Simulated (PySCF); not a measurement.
# Ge: dipole response in aug-cc-pVTZ-DK

How polarisable is Ge at the levels listed below?

The numbers are computed with PySCF 2.14.0 (unrestricted determinants in a Gaussian basis, no spin-orbit coupling in the energies), except any that are marked as measured or tabulated.

**1. The atom as given**

```
Element     : germanium (Z = 32)
Basis       : aug-cc-pVTZ-DK (7s6p4d2f, 59 functions)
Hamiltonian : the spin-free X2C one-electron Hamiltonian (Gaussian nucleus)
State 1     : Ge: [Ar] 3d10 4s2 4p2, high-spin 3P determinant
Methods     : UHF, PBE, PBE0, wB97X-V, M06-2X
```

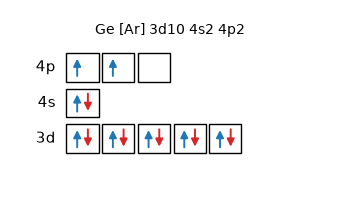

The shells outside the core, filled by Hund's rule for the drawing.

One driver process ran all states and methods and kept the integrals in memory. Each run is shown as a PySCF script that sums up its settings (the driver passes frozen orbitals as a list and adds second-order terms of double hybrids); the logs are those of the runs themselves. The driver starts from symmetry-adapted Hartree-Fock orbitals, holds the occupation by maximum overlap and uses a logarithmic radial grid for functionals, so a plain start would take other cycles.

The integrals over 59 functions and the set-up took 0.58 s of CPU time.

**2. Ge: the ladder of methods**

#### UHF

File input.py:

```python
from pyscf import gto, scf, dft, mp, cc
import basis_set_exchange as bse
mol = gto.M(atom="Ge 0 0 0", charge=0, spin=2, symmetry="D2h",
            basis=gto.basis.parse(bse.get_basis("aug-cc-pVTZ-DK", elements=["Ge"], fmt="nwchem")),
            nucmod="G")
mf = scf.UHF(mol).sfx2c1e()
mf.irrep_nelec = {'Ag': (6, 6), 'B1g': (1, 1), 'B2g': (1, 1), 'B3g': (1, 1), 'B1u': (3, 2), 'B2u': (3, 2), 'B3u': (2, 2)}
mf.kernel()
```

Log:

```text
damping factor = 0
level_shift factor = 0
DIIS = <class 'pyscf.scf.diis.CDIIS'>
diis_start_cycle = 1
diis_space = 10
diis_damp = 0
SCF conv_tol = 1e-09
SCF conv_tol_grad = None
number electrons alpha = 17  beta = 15
cycle= 1 E= -2097.05122110305  delta_E= -0.0028  |g|= 0.018  |ddm|= 0.0588
cycle= 2 E= -2097.05161407345  delta_E= -0.000393  |g|= 0.00702  |ddm|= 0.0221
cycle= 3 E= -2097.0516883786  delta_E= -7.43e-05  |g|= 0.000545  |ddm|= 0.0161
cycle= 4 E= -2097.05168888909  delta_E= -5.1e-07  |g|= 0.000181  |ddm|= 0.00267
cycle= 5 E= -2097.05168891516  delta_E= -2.61e-08  |g|= 4.93e-05  |ddm|= 0.000558
cycle= 6 E= -2097.05168892048  delta_E= -5.32e-09  |g|= 8.79e-06  |ddm|= 0.000385
cycle= 7 E= -2097.05168892063  delta_E= -1.44e-10  |g|= 6.18e-07  |ddm|= 7.02e-05
converged SCF energy = -2097.05168892063  <S^2> = 2.0106901  2S+1 = 3.0071183
```

CPU time 2.3 s on a shared host, the integrals not counted.

The occupied shells:

```
shell  electrons  mean orbital energy (eV)  spread (eV)  rms radius (bohr)
 1s α          1                  -11178.8            0             0.0542
 1s β          1                  -11178.7            0             0.0542
 2s α          1                   -1453.9            0              0.227
 2s β          1                   -1453.9            0              0.227
 2p α          3                   -1266.0        0.024              0.203
 2p β          3                   -1265.9        0.103              0.203
 3s α          1                   -201.52            0              0.668
 3s β          1                   -201.38            0              0.668
 3p α          3                   -141.83        0.005              0.701
 3p β          3                   -141.60        0.390              0.701
 3d α          5                   -43.554        0.268              0.815
 3d β          5                   -43.448        0.410              0.815
 4s α          1                   -17.489            0               2.36
 4s β          1                   -13.418            0               2.36
 4p α          2                    -7.888            0               3.10
```

⟨S²⟩ = 2.011, ⟨L²⟩ = 2.03.

The driver then solved the coupled dipole response at imaginary frequencies: mean α = 41.25 bohr³ (xx, yy, zz: 33.22, 45.26, 45.26), C₆ = 361.3 au for a like pair.

#### PBE

input.py differs from the last one in:

```diff
@@ -5,3 +5,3 @@
             nucmod="G")
-mf = scf.UHF(mol).sfx2c1e()
+mf = dft.UKS(mol, xc="PBE").sfx2c1e()
 mf.irrep_nelec = {'Ag': (6, 6), 'B1g': (1, 1), 'B2g': (1, 1), 'B3g': (1, 1), 'B1u': (3, 2), 'B2u': (3, 2), 'B3u': (2, 2)}
```

Log:

```text
damping factor = 0
level_shift factor = 0
DIIS = <class 'pyscf.scf.diis.CDIIS'>
diis_start_cycle = 1
diis_space = 10
diis_damp = 0
SCF conv_tol = 1e-09
SCF conv_tol_grad = None
number electrons alpha = 17  beta = 15
XC functionals = PBE
    J. P. Perdew, K. Burke, and M. Ernzerhof.,  Phys. Rev. Lett. 77, 3865 (1996)
    J. P. Perdew, K. Burke, and M. Ernzerhof.,  Phys. Rev. Lett. 78, 1396 (1997)
    J. P. Perdew, K. Burke, and M. Ernzerhof.,  Phys. Rev. Lett. 77, 3865 (1996)
    J. P. Perdew, K. Burke, and M. Ernzerhof.,  Phys. Rev. Lett. 78, 1396 (1997)
cycle= 1 E= -2098.42798501232  delta_E= -0.00895  |g|= 0.183  |ddm|= 0.39
cycle= 2 E= -2098.42703141628  delta_E= 0.000954  |g|= 0.187  |ddm|= 0.272
cycle= 3 E= -2098.43396491197  delta_E= -0.00693  |g|= 0.00708  |ddm|= 0.147
cycle= 4 E= -2098.43399059024  delta_E= -2.57e-05  |g|= 0.000199  |ddm|= 0.0173
cycle= 5 E= -2098.43399061217  delta_E= -2.19e-08  |g|= 1.81e-05  |ddm|= 0.000469
cycle= 6 E= -2098.43399061234  delta_E= -1.66e-10  |g|= 2.55e-06  |ddm|= 2.33e-05
converged SCF energy = -2098.43399061234  <S^2> = 2.0019301  2S+1 = 3.0012864
```

It used 3.5 s of CPU time after the integrals (shared host).

The driver then solved the coupled dipole response at imaginary frequencies: mean α = 45.30 bohr³ (xx, yy, zz: 34.37, 50.77, 50.77), C₆ = 394.7 au for a like pair.

#### PBE0

input.py differs from the last one in:

```diff
@@ -5,3 +5,3 @@
             nucmod="G")
-mf = dft.UKS(mol, xc="PBE").sfx2c1e()
+mf = dft.UKS(mol, xc="PBE0").sfx2c1e()
 mf.irrep_nelec = {'Ag': (6, 6), 'B1g': (1, 1), 'B2g': (1, 1), 'B3g': (1, 1), 'B1u': (3, 2), 'B2u': (3, 2), 'B3u': (2, 2)}
```

Log:

```text
damping factor = 0
level_shift factor = 0
DIIS = <class 'pyscf.scf.diis.CDIIS'>
diis_start_cycle = 1
diis_space = 10
diis_damp = 0
SCF conv_tol = 1e-09
SCF conv_tol_grad = None
number electrons alpha = 17  beta = 15
XC functionals = PBE0
    C. Adamo and V. Barone.,  J. Chem. Phys. 110, 6158 (1999)
    M. Ernzerhof and G. E. Scuseria.,  J. Chem. Phys. 110, 5029 (1999)
cycle= 1 E= -2098.4592360771  delta_E= -0.00677  |g|= 0.101  |ddm|= 0.267
cycle= 2 E= -2098.45964443566  delta_E= -0.000408  |g|= 0.0848  |ddm|= 0.154
cycle= 3 E= -2098.46103872036  delta_E= -0.00139  |g|= 0.00299  |ddm|= 0.0688
cycle= 4 E= -2098.46104174089  delta_E= -3.02e-06  |g|= 0.000297  |ddm|= 0.00409
cycle= 5 E= -2098.46104180836  delta_E= -6.75e-08  |g|= 2.07e-05  |ddm|= 0.000606
cycle= 6 E= -2098.46104180858  delta_E= -2.16e-10  |g|= 9.49e-07  |ddm|= 5.49e-05
converged SCF energy = -2098.46104180858  <S^2> = 2.0031939  2S+1 = 3.0021285
```

CPU time 8.7 s on a shared host, the integrals not counted.

The driver then solved the coupled dipole response at imaginary frequencies: mean α = 42.86 bohr³ (xx, yy, zz: 33.37, 47.61, 47.61), C₆ = 371.6 au for a like pair.

#### wB97X-V

input.py differs from the last one in:

```diff
@@ -5,3 +5,3 @@
             nucmod="G")
-mf = dft.UKS(mol, xc="PBE0").sfx2c1e()
+mf = dft.UKS(mol, xc="WB97X_V").sfx2c1e()
 mf.irrep_nelec = {'Ag': (6, 6), 'B1g': (1, 1), 'B2g': (1, 1), 'B3g': (1, 1), 'B1u': (3, 2), 'B2u': (3, 2), 'B3u': (2, 2)}
```

Log:

```text
damping factor = 0
level_shift factor = 0
DIIS = <class 'pyscf.scf.diis.CDIIS'>
diis_start_cycle = 1
diis_space = 10
diis_damp = 0
SCF conv_tol = 1e-09
SCF conv_tol_grad = None
number electrons alpha = 17  beta = 15
XC functionals = WB97X_V
    N. Mardirossian and M. Head-Gordon.,  Phys. Chem. Chem. Phys. 16, 9904-9924 (2014)
NLC functional = WB97X_V
cycle= 1 E= -2098.53687215309  delta_E= -0.00761  |g|= 0.0982  |ddm|= 0.325
cycle= 2 E= -2098.53773442137  delta_E= -0.000862  |g|= 0.0703  |ddm|= 0.159
cycle= 3 E= -2098.53866443514  delta_E= -0.00093  |g|= 0.00258  |ddm|= 0.0579
cycle= 4 E= -2098.53866879812  delta_E= -4.36e-06  |g|= 0.000257  |ddm|= 0.00438
cycle= 5 E= -2098.53866887804  delta_E= -7.99e-08  |g|= 1.7e-05  |ddm|= 0.000864
cycle= 6 E= -2098.53866887853  delta_E= -4.83e-10  |g|= 2.66e-06  |ddm|= 5.06e-05
converged SCF energy = -2098.53866887853  <S^2> = 2.00311  2S+1 = 3.0020726
```

It used 12 s of CPU time after the integrals (shared host).

The driver then solved the coupled dipole response at imaginary frequencies: mean α = 41.52 bohr³ (xx, yy, zz: 32.89, 45.83, 45.83), C₆ = 358.0 au for a like pair.

#### M06-2X

input.py differs from the last one in:

```diff
@@ -5,3 +5,3 @@
             nucmod="G")
-mf = dft.UKS(mol, xc="WB97X_V").sfx2c1e()
+mf = dft.UKS(mol, xc="M062X").sfx2c1e()
 mf.irrep_nelec = {'Ag': (6, 6), 'B1g': (1, 1), 'B2g': (1, 1), 'B3g': (1, 1), 'B1u': (3, 2), 'B2u': (3, 2), 'B3u': (2, 2)}
```

Log:

```text
damping factor = 0
level_shift factor = 0
DIIS = <class 'pyscf.scf.diis.CDIIS'>
diis_start_cycle = 1
diis_space = 10
diis_damp = 0
SCF conv_tol = 1e-09
SCF conv_tol_grad = None
number electrons alpha = 17  beta = 15
XC functionals = M062X
    Y. Zhao and D. G. Truhlar.,  Theor. Chem. Acc. 120, 215 (2008)
    Y. Zhao and D. G. Truhlar.,  Theor. Chem. Acc. 120, 215 (2008)
cycle= 1 E= -2098.79498612917  delta_E= -0.00398  |g|= 0.0403  |ddm|= 0.382
cycle= 2 E= -2098.79520561168  delta_E= -0.000219  |g|= 0.0289  |ddm|= 0.0644
cycle= 3 E= -2098.79536788215  delta_E= -0.000162  |g|= 0.00133  |ddm|= 0.0238
cycle= 4 E= -2098.79537022349  delta_E= -2.34e-06  |g|= 0.00015  |ddm|= 0.00612
cycle= 5 E= -2098.79537024549  delta_E= -2.2e-08  |g|= 2.7e-05  |ddm|= 0.000435
cycle= 6 E= -2098.79537024636  delta_E= -8.66e-10  |g|= 3.6e-06  |ddm|= 0.000173
converged SCF energy = -2098.79537024636  <S^2> = 2.0049941  2S+1 = 3.0033276
```

It used 20 s of CPU time after the integrals (shared host).

The driver then solved the coupled dipole response at imaginary frequencies: mean α = 41.43 bohr³ (xx, yy, zz: 33.12, 45.59, 45.59), C₆ = 349.3 au for a like pair.

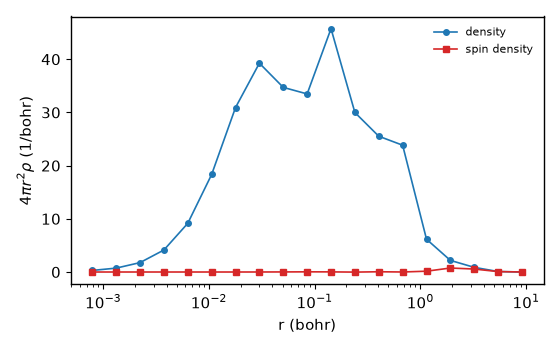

Radial density 4πr²ρ of Ge at UHF, at 19 stored radii joined by straight lines.

**3. Polarisabilities and C₆**

Ge, in atomic units:

```
 method  mean α  C₆ (like pair)  S(−4)
    UHF   41.25           361.3  651.0
    PBE   45.30           394.7  959.6
   PBE0   42.86           371.6  791.0
wB97X-V   41.52           358.0  716.7
 M06-2X   41.43           349.3  731.0
```

Reference α: 40 ± 1 bohr³ (recommended; Schwerdtfeger and Nagle, table of static dipole polarizabilities (2023 update)). Published C₆: 354.0 (Chu and Dalgarno (2004); Tang, Norbeck and Certain (1976)).

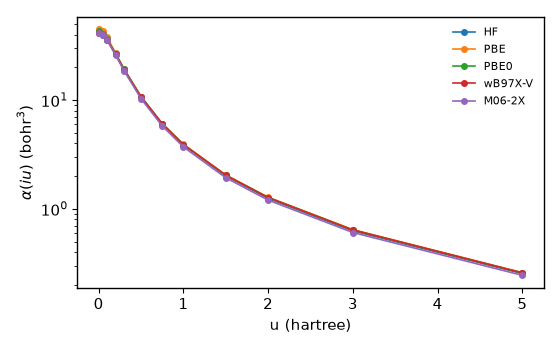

α(iu) of Ge, the polarisability at imaginary frequency, on a logarithmic scale.

**4. Results**

```
quantity                                              value
 α of Ge  41.25 (UHF) to 45.30 (PBE) bohr³; reference 40.00
```

For Ge UHF is nearest the reference (+3 %). All values hold for this basis alone; no basis-set limit was taken.
